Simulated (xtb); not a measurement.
## Molecular dynamics, with input and output: ZrNH$_{4}$O$_{2}$F (part 1 of 2)

- system: ZrNH$_{4}$O$_{2}$F
- method: GFN2-xTB (xtb 6.7.1)

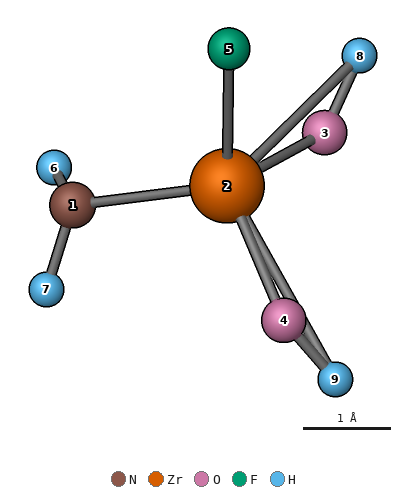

Fig. 1: The structure as given in the input (ball-and-stick view, seen at a tilt; atoms are numbered from 1 in the order of the input). Sticks mark near contacts.

### Results in brief

| quantity | value |
| --- | --- |
| outcome | finished |
| trajectory | 20 frames kept, 475 fs |
| electrons treated | 32 |
| potential energy (first step) | −19.581307 hartree |
| dispersion energy (first step) | −0.003496 hartree |
| basis functions (first step) | 30 |
| hardware | 1 thread of Intel Xeon @ 2.90GHz (Ice Lake), 16 GiB of memory available, shared host |
| wall time | 1.7 s |
| peak memory | 0.07 GiB |

### Notes

These settings are looser than, or depart from, a standard set-up, so the numbers are not reference values for this system. So short a trajectory is not equilibrated.

### Input (coord)
```
$coord angs
     0.6867040     1.3502610    -0.7818940  N
     0.2231420    -0.2292090     0.3959370  Zr
    -0.5966230    -1.4431590    -0.7687110  O
    -0.9581530     0.1988820     1.6922250  O
     1.8488730    -1.2820680     0.9081910  F
     0.7409340     1.2816580    -1.7464280  H
     0.0893000     2.2039560    -0.6853870  H
    -0.1697870    -2.3179810    -0.9167440  H
    -1.8704220     0.1654220     1.8960580  H
$end
```

### File xcontrol
```
$md
   temp=500
   time=0.5
   step=1
   dump=25
   hmass=1
   shake=0
   nvt=false
   sccacc=0.5
$scc
   broydamp=0.8
$end
```

Run as:
```bash
xtb --acc 10 --etemp 3000 -I xcontrol --gfn 2 --md -- coord > coord.out 2> xtb.err
```

### The program's output
```
* xtb version 6.7.1
   ID    Z sym.   atoms
    1    7 N      1
    2   40 Zr     2
    3    8 O      3, 4
    4    9 F      5
    5    1 H      6-9

           -------------------------------------------------
          |                Calculation Setup                |
           -------------------------------------------------

          program call               : xtb --acc 10 --etemp 3000 -I xcontrol --gfn 2 --md -- coord
          coordinate file            : coord
          omp threads                :                     1

           -------------------------------------------------
          |                 G F N 2 - x T B                 |
           -------------------------------------------------

      * Hamiltonian:
        H0-scaling (s, p, d)           1.850000    2.230000    2.230000
        zeta-weighting                 0.500000
      * Dispersion:
        s8                             2.700000
        a1                             0.520000
        a2                             5.000000
        s9                             5.000000
      * Repulsion:
        kExp                           1.500000    1.000000
        rExp                           1.000000
      * Coulomb:
        alpha                          2.000000
        third order                    shell-resolved
        anisotropic                    true
        a3                             3.000000
        a5                             4.000000
        cn-shift                       1.200000
        cn-exp                         4.000000
        max-rad                        5.000000

          ...................................................
          :                      SETUP                      :
          :.................................................:
          :  # basis functions                  30          :
          :  # atomic orbitals                  29          :
          :  # shells                           15          :
          :  # electrons                        32          :
          :  max. iterations                   250          :
          :  Hamiltonian                  GFN2-xTB          :
          :  restarted?                      false          :
          :  GBSA solvation                  false          :
          :  PC potential                    false          :
          :  electronic temp.         3000.0000000     K    :
          :  accuracy                   10.0000000          :
          :  -> integral cutoff          0.2000000E+02      :
          :  -> integral neglect         0.1000000E-06      :
          :  -> SCF convergence          0.1000000E-04 Eh   :
          :  -> wf. convergence          0.1000000E-02 e    :
          :  Broyden damping             0.8000000          :
          :  net charge                          0          :
          :  unpaired electrons                  0          :
          ...................................................

 iter      E             dE          RMSdq      gap      omega  full diag
   1    -19.0673664 -0.190674E+02  0.127E+01    0.84       0.0  T
   2    -19.2336229 -0.166257E+00  0.150E+01    6.54       1.0  T
   3    -19.6325251 -0.398902E+00  0.583E+00    5.26       1.0  T
   4    -19.7004854 -0.679603E-01  0.285E+00    3.06       1.0  T
   5    -19.6956478  0.483759E-02  0.245E+00    2.66       1.0  T
   6    -19.6996285 -0.398076E-02  0.106E+00    3.78       1.0  T
   7    -19.7026235 -0.299498E-02  0.360E-01    3.43       1.0  T
   8    -19.7029797 -0.356244E-03  0.159E-01    3.34       1.0  T
   9    -19.7030487 -0.689804E-04  0.511E-02    3.24       1.0  T
  10    -19.7030509 -0.213691E-05  0.256E-02    3.25       1.3  T
  11    -19.7030513 -0.437214E-06  0.182E-02    3.27       1.8  T
  12    -19.7030519 -0.634080E-06  0.168E-03    3.26      19.8  T
  13    -19.7030519 -0.566101E-08  0.100E-04    3.26     332.9  T

   *** convergence criteria satisfied after 13 iterations ***

         #    Occupation            Energy/Eh            Energy/eV
      -------------------------------------------------------------
         1        2.0000           -0.7978042             -21.7094
       ...           ...                  ...                  ...
        10        2.0000           -0.4556806             -12.3997
        11        2.0000           -0.4462172             -12.1422
        12        2.0000           -0.4454606             -12.1216
        13        2.0000           -0.4429262             -12.0526
        14        2.0000           -0.4354168             -11.8483
        15        2.0000           -0.4254249             -11.5764
        16        1.9954           -0.3697976             -10.0627 (HOMO)
        17        0.0029           -0.2500087              -6.8031 (LUMO)
        18        0.0016           -0.2440918              -6.6421
        19        0.0001           -0.2149217              -5.8483
        20        0.0000           -0.1998092              -5.4371
        21        0.0000           -0.1831716              -4.9844
       ...           ...                  ...                  ...
        29                          0.7207167              19.6117
      -------------------------------------------------------------
                  HL-Gap            0.1197888 Eh            3.2596 eV
             Fermi-level           -0.3120181 Eh           -8.4904 eV

 SCC (total)                   0 d,  0 h,  0 min,  0.005 sec
 SCC setup                      ...        0 min,  0.000 sec (  1.477%)
 Dispersion                     ...        0 min,  0.000 sec (  0.535%)
 classical contributions        ...        0 min,  0.000 sec (  0.329%)
 integral evaluation            ...        0 min,  0.001 sec ( 15.036%)
 iterations                     ...        0 min,  0.002 sec ( 53.631%)
 molecular gradient             ...        0 min,  0.001 sec ( 27.607%)
 printout                       ...        0 min,  0.000 sec (  1.237%)

         :::::::::::::::::::::::::::::::::::::::::::::::::::::
         ::                     SUMMARY                     ::
         :::::::::::::::::::::::::::::::::::::::::::::::::::::
         :: total energy             -19.581307342993 Eh    ::
         :: gradient norm              0.098215439820 Eh/a0 ::
         :: HOMO-LUMO gap              3.259619376738 eV    ::
         ::.................................................::
         :: SCC energy               -19.703044282507 Eh    ::
         :: -> isotropic ES            0.135732630306 Eh    ::
         :: -> anisotropic ES          0.000086272218 Eh    ::
         :: -> anisotropic XC         -0.000955973308 Eh    ::
         :: -> dispersion             -0.003496184623 Eh    ::
         :: repulsion energy           0.121736939514 Eh    ::
         :: add. restraining           0.000000000000 Eh    ::
         :: total charge              -0.000000000237 e     ::
         :::::::::::::::::::::::::::::::::::::::::::::::::::::

           -------------------------------------------------
          |                Property Printout                |
           -------------------------------------------------

    * Orbital Energies and Occupations

         #    Occupation            Energy/Eh            Energy/eV
      -------------------------------------------------------------
         1        2.0000           -0.7978042             -21.7094
       ...           ...                  ...                  ...
         4        2.0000           -0.6287415             -17.1089
         5        2.0000           -0.5554004             -15.1132
         6        2.0000           -0.5326436             -14.4940
         7        2.0000           -0.4964907             -13.5102
         8        2.0000           -0.4752463             -12.9321
         9        2.0000           -0.4604665             -12.5299
        10        2.0000           -0.4556806             -12.3997
        11        2.0000           -0.4462172             -12.1422
        12        2.0000           -0.4454606             -12.1216
        13        2.0000           -0.4429262             -12.0526
        14        2.0000           -0.4354168             -11.8483
        15        2.0000           -0.4254249             -11.5764
        16        1.9954           -0.3697976             -10.0627 (HOMO)
        17        0.0029           -0.2500087              -6.8031 (LUMO)
        18        0.0016           -0.2440918              -6.6421
        19        0.0001           -0.2149217              -5.8483
        20        0.0000           -0.1998092              -5.4371
        21        0.0000           -0.1831716              -4.9844
        22                         -0.0098112              -0.2670
        23                          0.0451054               1.2274
        24                          0.1015893               2.7644
        25                          0.2194294               5.9710
        26                          0.3071818               8.3588
        27                          0.5474519              14.8969
       ...                                ...                  ...
        29                          0.7207167              19.6117
      -------------------------------------------------------------
                  HL-Gap            0.1197888 Eh            3.2596 eV
             Fermi-level           -0.3120181 Eh           -8.4904 eV

     #   Z          covCN         q      C6AA      α(0)
     1   7 N        2.468    -0.529    34.299     8.697
     2  40 Zr       3.042     1.269    98.039    23.826
     3   8 O        1.504    -0.628    25.983     6.874
     4   8 O        1.509    -0.642    26.313     6.918
     5   9 F        0.639    -0.471    14.477     4.490
     6   1 H        0.891     0.190     1.156     1.683
     7   1 H        0.889     0.167     1.288     1.776
     8   1 H        0.935     0.320     0.652     1.262
     9   1 H        0.863     0.324     0.645     1.258

 Mol. C6AA /au·bohr⁶  :       1053.672628
 Mol. C8AA /au·bohr⁸  :      48809.305748
 Mol. α(0) /au        :         56.784103

Wiberg/Mayer (AO) data.
largest (>0.10) Wiberg bond orders for each atom

 ---------------------------------------------------------------------------
     #   Z sym  total        # sym  WBO       # sym  WBO       # sym  WBO
```
